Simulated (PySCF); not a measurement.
System: C5H8BFO (SMILES BC1=C[C@H](F)COC1).

Input file:

```
{"job": {"kind": "nmr", "xc": "PBE0", "basis": "pcSseg-1"}, "charge": 0, "multiplicity": 1}
B      2.418563     0.162472    -0.658382
C      0.970174     0.036768    -0.138419
C      0.197860    -1.023220    -0.423158
C     -1.222267    -1.128639     0.031146
F     -1.991685    -1.746799    -0.936638
C     -1.768196     0.272403     0.332145
O     -0.899358     0.918620     1.222165
C      0.372889     1.172378     0.659326
H      2.928736    -0.756189    -1.165655
H      2.990440     1.174753    -0.546014
H      0.560360    -1.841191    -1.027908
H     -1.293620    -1.763443     0.926911
H     -1.865085     0.829029    -0.611751
H     -2.742539     0.222727     0.821320
H      1.016893     1.424843     1.505164
H      0.319236     2.054432    -0.001663
```

Run with:

```sh
OMP_NUM_THREADS=1 python probes_run.py task.json out
```

Geometry: GFN2-xTB.

Theory: PySCF, PBE0/pcSseg-1, SCF density, gas phase, non-relativistic.

What can the converged electron density and electron localisation function tell about the bonding?

C–C (1.34 Å): the density is about 2.3 e/Å³ at the midpoint; the ELF peaks at about 0.95 between the atoms (a short, multiple covalent bond).
C–O (1.41 Å): the density is about 2 e/Å³ at the midpoint, with its minimum of 1.8 e/Å³ about 0.5 Å from C; the ELF peaks at about 0.90 between the atoms (a polar covalent bond).
C–B (1.54 Å): ρ at the midpoint is about 1.5 e/Å³; the ELF peaks at about 1 between the atoms; localised, covalent bonding.
C–H (1.08 Å): ρ is about 2 e/Å³ halfway; the ELF climbs to about 1 towards the hydrogen, as it does in any bond to H; an ordinary covalent bond to hydrogen.

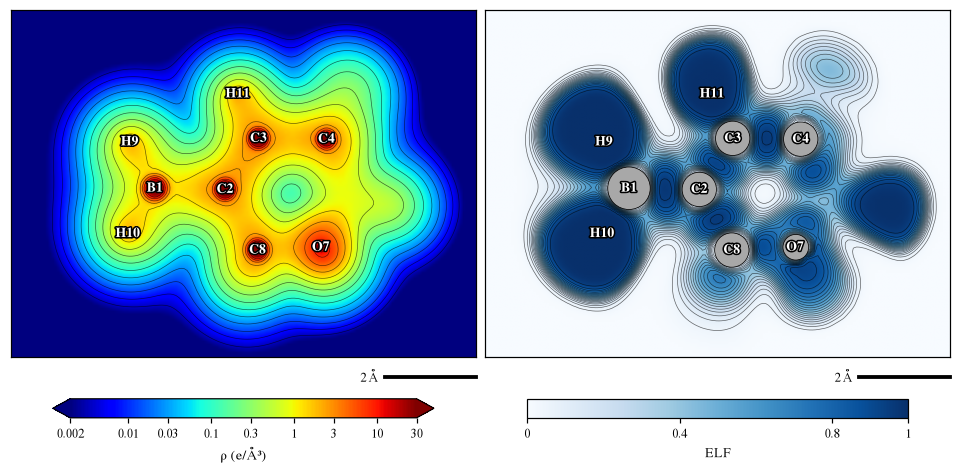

Computed electron density and electron localisation function on the plane of atoms B1, C2 and C8, in this order. Grey discs cover the atomic cores in the ELF map. 
